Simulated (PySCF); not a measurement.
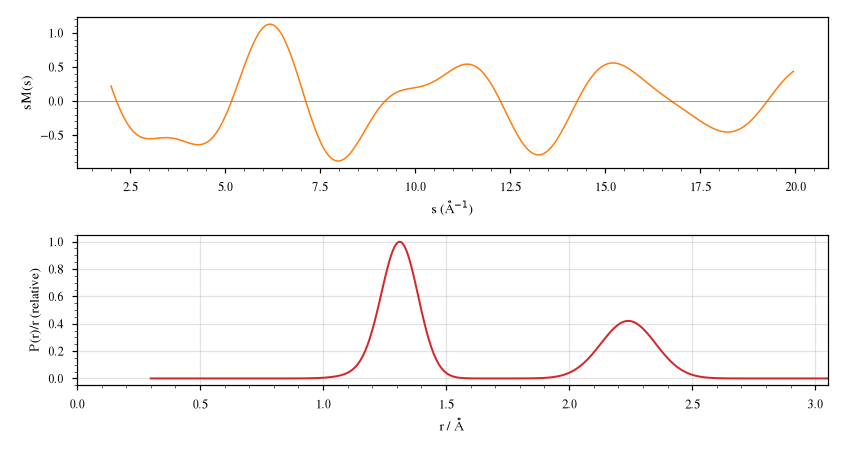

Simulated gas electron diffraction: reduced molecular intensity sM(s) from the Debye equation in the first Born approximation (top) and the radial distribution curve (bottom) of BF2H. Each pair of atoms contributes with weight ZᵢZⱼ/r; damping constant 0.0015 Å²; vibrational amplitudes assumed, not computed: 0.05 Å for bonds, 0.078 Å for bonds to H, 0.06 + 0.015 r up to 0.15 Å for other pairs. The geometry is the end point of an optimisation (PySCF, PBE0-D3(BJ)/def2-SVP geometry optimisation, gas phase); it may be a saddle point or a higher isomer. SMILES: FBF.

**Assign the first 2 clear peaks of the radial distribution curve (– bonded, ··· not bonded).**

Peak 1, 1.31 Å: F–B 1.31 Å (×2)
Peak 2, 2.24 Å: F···H 2.19 Å (×2), F···F 2.25 Å, not resolved
